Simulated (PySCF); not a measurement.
# H2O2 (hydrogen peroxide) at QCISD(T)/STO-3G

Aim: the energy change on altering one bond length of H2O2 (hydrogen peroxide) at QCISD(T)/STO-3G, from 2 runs. Input form: a Python script.

The calculation is run with PySCF 2.14.0.

8 further runs of the same task are left out: 8 set aside as unsound or not needed.

## 1. The system as given

H2O2 has 4 atoms, charge 0, and is taken as a singlet. SMILES: `OO`. The shape is that of a PBE0-D4/def2-TZVP optimisation.

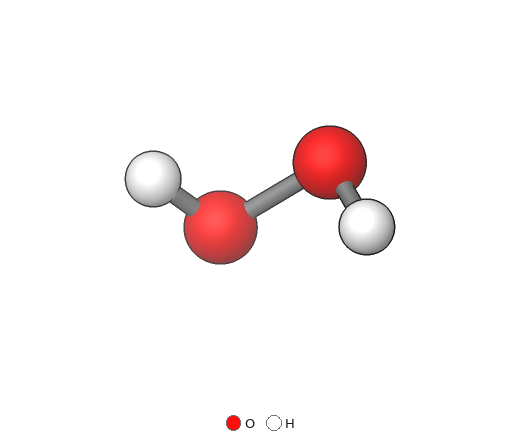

The structure, seen from a chosen angle (oxygen red, hydrogen white).

## 2. The energy at QCISD(T)/STO-3G

Contents of job.py:

```python
from pyscf import gto, cc

mol = gto.M(
    atom=[
    ('O', (-0.486800, -0.581100, 0.030600)),
    ('O', (0.048300, 0.728400, 0.206900)),
    ('H', (0.186400, -1.117000, 0.467400)),
    ('H', (0.252100, 0.969800, -0.704900)),
],
    charge=0,
    max_memory=1860,
    verbose=4,
    basis='sto-3g',
    spin=0,
)

mf = mol.RHF()
mf.conv_tol = 1e-10
mf.kernel()
if not mf.converged:
    mf = mf.newton().run(mf.mo_coeff, mf.mo_occ)

mycc = cc.QCISD(mf, frozen=2)
mycc.kernel()
e_t = mycc.qcisd_t()
e_tot = mycc.e_tot + e_t
print('E = %.10f Eh' % e_tot)
```

On the command line:

```console
$ OMP_NUM_THREADS=1 python job.py
```

The program printed:

```text
PySCF version 2.14.0

[INPUT] num. atoms = 4
[INPUT] num. electrons = 18
[INPUT] charge = 0
[INPUT] spin (= nelec alpha-beta = 2S) = 0
[INPUT] symmetry False subgroup None
[INPUT] Mole.unit = angstrom
[INPUT] Symbol           X                Y                Z      unit          X                Y                Z       unit  Magmom
[INPUT]  1 O     -0.486800000000  -0.581100000000   0.030600000000 AA   -0.919918677438  -1.098119850985   0.057825619412 Bohr   0.0
[INPUT]  2 O      0.048300000000   0.728400000000   0.206900000000 AA    0.091273771816   1.376476509133   0.390984335173 Bohr   0.0
[INPUT]  3 H      0.186400000000  -1.117000000000   0.467400000000 AA    0.352244949619  -2.110824081139   0.883257990622 Bohr   0.0
[INPUT]  4 H      0.252100000000   0.969800000000  -0.704900000000 AA    0.476399956003   1.832656395603  -1.332067945206 Bohr   0.0

nuclear repulsion = 37.2831187913281
number of shells = 8
number of NR pGTOs = 36
number of NR cGTOs = 12
basis = sto-3g
ecp = {}

******** <class 'pyscf.scf.hf.RHF'> ********
method = RHF
initial guess = minao
damping factor = 0
level_shift factor = 0
DIIS = <class 'pyscf.scf.diis.CDIIS'>
diis_start_cycle = 1
diis_space = 8
diis_damp = 0
SCF conv_tol = 1e-10
SCF conv_tol_grad = None
SCF max_cycles = 50
direct_scf = True
direct_scf_tol = 1e-13
Set gradient conv threshold to 1e-05
Initial guess from minao.
init E= -148.68514393493
  HOMO = -0.298990407989592  LUMO = 0.128739623208676  gap/eV = 11.63913
cycle= 1 E= -148.731127004828  delta_E= -0.046  |g|= 0.257  |ddm|= 2.43
  HOMO = -0.308003259676282  LUMO = 0.545567582430329  gap/eV = 23.22685
cycle= 2 E= -148.759686276381  delta_E= -0.0286  |g|= 0.042  |ddm|= 0.412
  HOMO = -0.365220554312764  LUMO = 0.483053100212072  gap/eV = 23.08270
cycle= 3 E= -148.760511986862  delta_E= -0.000826  |g|= 0.00752  |ddm|= 0.0738
  HOMO = -0.364553907262241  LUMO = 0.483515564326829  gap/eV = 23.07715
cycle= 4 E= -148.760539360397  delta_E= -2.74e-05  |g|= 0.00106  |ddm|= 0.0133
  HOMO = -0.364365966968049  LUMO = 0.483664816243952  gap/eV = 23.07609
cycle= 5 E= -148.760540450613  delta_E= -1.09e-06  |g|= 0.000371  |ddm|= 0.00294
  HOMO = -0.364389802314508  LUMO = 0.483612864970946  gap/eV = 23.07533
cycle= 6 E= -148.760540615319  delta_E= -1.65e-07  |g|= 8.41e-05  |ddm|= 0.00156
  HOMO = -0.364384408288131  LUMO = 0.483621840275316  gap/eV = 23.07543
cycle= 7 E= -148.76054062411  delta_E= -8.79e-09  |g|= 1.24e-05  |ddm|= 0.00036
  HOMO = -0.364385590999197  LUMO = 0.483620604509593  gap/eV = 23.07542
cycle= 8 E= -148.760540624266  delta_E= -1.55e-10  |g|= 1.36e-06  |ddm|= 4.94e-05
  HOMO = -0.36438571165209  LUMO = 0.483620459975506  gap/eV = 23.07542
cycle= 9 E= -148.760540624267  delta_E= -1.22e-12  |g|= 2.48e-07  |ddm|= 3.85e-06
  HOMO = -0.364385725328044  LUMO = 0.483620433863505  gap/eV = 23.07542
Extra cycle  E= -148.760540624267  delta_E= -2.56e-13  |g|= 8.75e-08  |ddm|= 4.55e-07
converged SCF energy = -148.760540624267

******** <class 'pyscf.cc.qcisd.QCISD'> ********
QCISD nocc = 7, nmo = 10
frozen orbitals 2
max_cycle = 50
direct = 0
conv_tol = 1e-07
conv_tol_normt = 1e-05
diis_space = 6
diis_start_cycle = 0
diis_start_energy_diff = 1e+09
Init t2, MP2 energy = -148.836545058581  E_corr(MP2) -0.0760044343138342
Init E_corr(QCISD) = -0.0760044343138377
cycle = 1  E_corr(QCISD) = -0.0944429851487571  dE = -0.0184385508  norm(t1,t2) = 0.0416907
cycle = 2  E_corr(QCISD) = -0.100257791866016  dE = -0.00581480672  norm(t1,t2) = 0.0167536
cycle = 3  E_corr(QCISD) = -0.104199305215213  dE = -0.00394151335  norm(t1,t2) = 0.00783641
cycle = 4  E_corr(QCISD) = -0.104255331954381  dE = -5.60267392e-05  norm(t1,t2) = 0.00148688
cycle = 5  E_corr(QCISD) = -0.104235197558137  dE = 2.01343962e-05  norm(t1,t2) = 0.000332846
cycle = 6  E_corr(QCISD) = -0.104235998064406  dE = -8.00506268e-07  norm(t1,t2) = 0.000112896
cycle = 7  E_corr(QCISD) = -0.104235235290997  dE = 7.62773408e-07  norm(t1,t2) = 4.52345e-05
cycle = 8  E_corr(QCISD) = -0.104235783072333  dE = -5.47781336e-07  norm(t1,t2) = 1.88185e-05
cycle = 9  E_corr(QCISD) = -0.104235731580451  dE = 5.14918825e-08  norm(t1,t2) = 7.10121e-06
QCISD converged
E(QCISD) = -148.8647763558477  E_corr = -0.1042357315804505
QCISD(T) correction = -0.000461097418359891
E = -148.8652374533 Eh
```

It took 0.68 s on 1 thread of Arm Neoverse V2, shared host; peak memory 0.12 GiB.

## 3. The distorted shape, same level

Contents of calc.py:

```python
from pyscf import gto, cc

mol = gto.Mole()
mol.atom = '''
O     -1.112493    -1.326223     0.919403
O     -0.101301     1.148373     1.252561
H      0.159671    -2.338927     1.744835
H      0.476400     1.832656    -1.332068
'''
mol.basis = 'sto-3g'
mol.unit = 'bohr'
mol.verbose = 3
mol.charge = 0
mol.max_memory = 1860
mol.spin = 0
mol.build()

calc0 = mol.RHF()
calc0.conv_tol = 1e-10
calc0.kernel()
if not calc0.converged:
    calc0 = calc0.newton().run(calc0.mo_coeff, calc0.mo_occ)

mycc = cc.QCISD(calc0, frozen=2)
mycc.kernel()
e_t = mycc.qcisd_t()
e_tot = mycc.e_tot + e_t
print('Final energy', e_tot)
```

On the command line:

```console
$ OMP_NUM_THREADS=1 python calc.py
```

The program printed:

```text
converged SCF energy = -148.657072346631
E(QCISD) = -148.8139532036882  E_corr = -0.1568808570575653
QCISD(T) correction = -0.00131806383324301
Final energy -148.81527126752144
```

It took 0.7 s on 1 thread of Arm Neoverse V2, shared host; peak memory 0.12 GiB.

## 4. Summary of results

At QCISD(T)/STO-3G, 2 core orbitals frozen:

```
                                                         quantity          value
                                        first shape: total energy  -148.86524 Eh
                first shape: dipole moment (Hartree–Fock density)         1.57 D
                 first shape: HOMO energy (Hartree–Fock orbitals)       -9.92 eV
                 first shape: LUMO energy (Hartree–Fock orbitals)       13.16 eV
               first shape: HOMO–LUMO gap (Hartree–Fock orbitals)       23.08 eV
         first shape: correlation energy (2 core orbitals frozen)     -104.7 mEh
                                      first shape: (T) correction      -0.46 mEh
                                       first shape: T1 diagnostic          0.007
                                    distorted shape: total energy  -148.81527 Eh
            distorted shape: dipole moment (Hartree–Fock density)         1.39 D
             distorted shape: HOMO energy (Hartree–Fock orbitals)       -9.30 eV
             distorted shape: LUMO energy (Hartree–Fock orbitals)        7.58 eV
           distorted shape: HOMO–LUMO gap (Hartree–Fock orbitals)       16.88 eV
     distorted shape: correlation energy (2 core orbitals frozen)     -158.2 mEh
                                  distorted shape: (T) correction      -1.32 mEh
                                   distorted shape: T1 diagnostic          0.016
energy change with the O2–H4 bond stretched from 0.965 to 1.447 Å       1.360 eV
```

With the O2–H4 bond stretched from 0.965 to 1.447 Å the energy rises by 1.36 eV (31 kcal/mol). The first shape isn't relaxed at this level, so the change isn't measured from a minimum. The minimal basis adds a large error of its own. The triples (first shape) make up 0.4 % of the correlation energy. The triples (distorted shape) make up 0.8 % of the correlation energy.
